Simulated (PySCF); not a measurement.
## Electronic structure of C$_{5}$H$_{13}$BSi$_{2}$ (SMILES CB(C)[C@H]1C=C[SiH2][SiH2]1) in real space

```xyz
21

C    -1.3919   -1.3268   -0.3988
B    -1.2608    0.1154    0.2327
C    -2.4692    1.1294    0.1477
C     0.0875    0.5505    0.8972
C     0.8759   -0.5683    1.4902
C     1.9444   -1.1340    0.9303
Si    2.6020   -0.3931   -0.6654
Si    1.1020    1.3555   -0.5545
H    -0.4898   -1.6180   -0.9359
H    -2.2381   -1.4387   -1.0735
H    -1.5167   -2.0681    0.3919
H    -2.7686    1.2904   -0.8876
H    -3.3480    0.7244    0.6497
H    -2.2633    2.1041    0.5852
H    -0.0854    1.3059    1.6690
H     0.4924   -0.9386    2.4373
H     2.4167   -1.9752    1.4192
H     2.4581   -1.3154   -1.8028
H     4.0369   -0.0915   -0.5607
H     1.5537    2.6790   -0.0945
H     0.2534    1.6301   -1.7225
```

Geometry: GFN2-xTB.

Computed with PySCF, PBE0/pcSseg-1, SCF density, gas phase, non-relativistic.

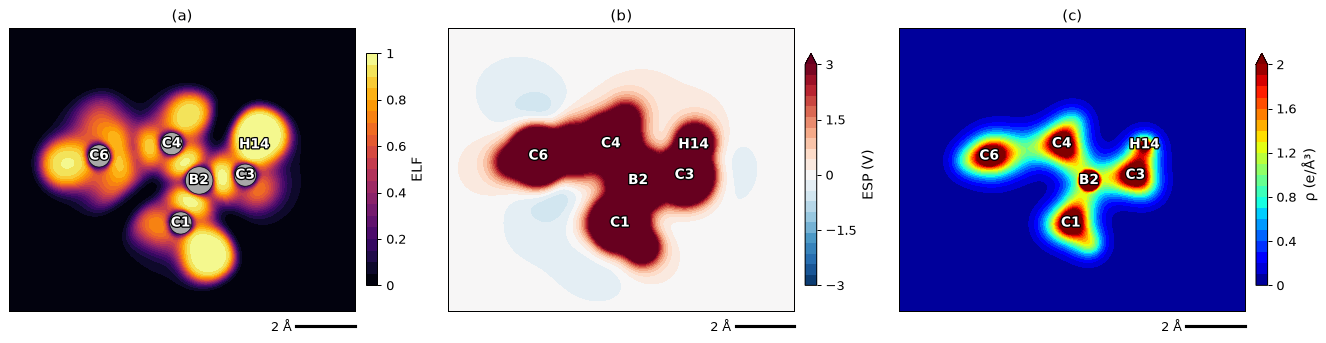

Figure 1. (a) ELF; (b) electrostatic potential; (c) total electron density on the plane of atoms C3, B2 and C4. Grey discs cover the atomic cores in the ELF map.

Q: What do the fields say about this system?

A:
- Atoms in the plane: C, B and H.
- C–B (1.56 Å): the density is about 1.4 e/Å³ at the midpoint; the ELF peaks at about 0.95 between the atoms; a covalent bond.
- C–H (1.09 Å): the density is about 1.9 e/Å³ at the midpoint; the ELF climbs to about 1 towards the hydrogen, as it does in any bond to H: a covalent bond by its length.
- Outside the dense part of the molecule the potential is most negative (−0.6 V) near C6.

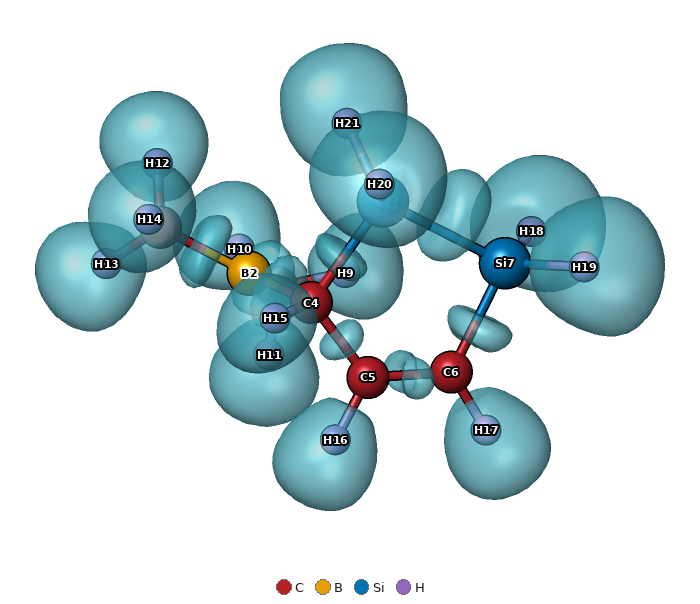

Figure 2. Isosurface of the electron localisation function at 0.85 (cyan), seen at an oblique angle. Only the valence region is drawn (cores and ρ < 0.01 e/Å³ removed).

Q: What do the ELF domains correspond to?

A: At this value the surface marks out three regions between bonded B–C atoms (shared pairs), two regions between bonded C–C atoms (shared pairs), two regions between bonded C–Si atoms (shared pairs), one region between bonded Si–Si atoms (shared pairs) and 13 regions around hydrogen nuclei.


C–C (1.33 Å): the ELF peaks at about 0.90 between the atoms; a multiple bond.

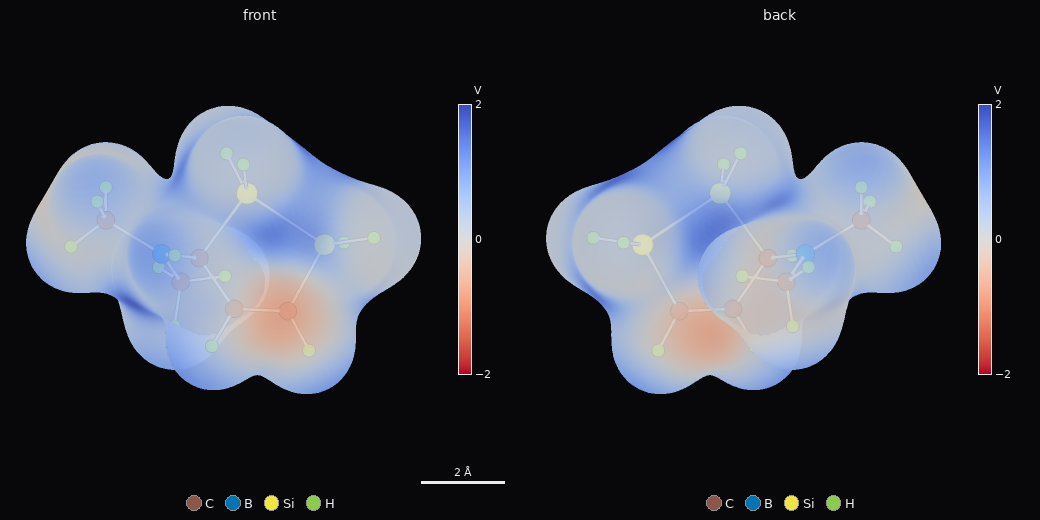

Figure 3. The molecular electrostatic potential painted on the density surface at 0.004 e/bohr³, seen from the front and from behind; the colour scale runs from red (negative) to blue (positive).

Q: Describe the electrostatic potential map.

A: The most negative region (about −0.7 V) lies over the π face of C5 and C6, the most positive (about +1.6 V) over B2, Si7 and Si8.

Q: What dipole moment does the calculation give?

A: Its dipole moment is 0.63 D.
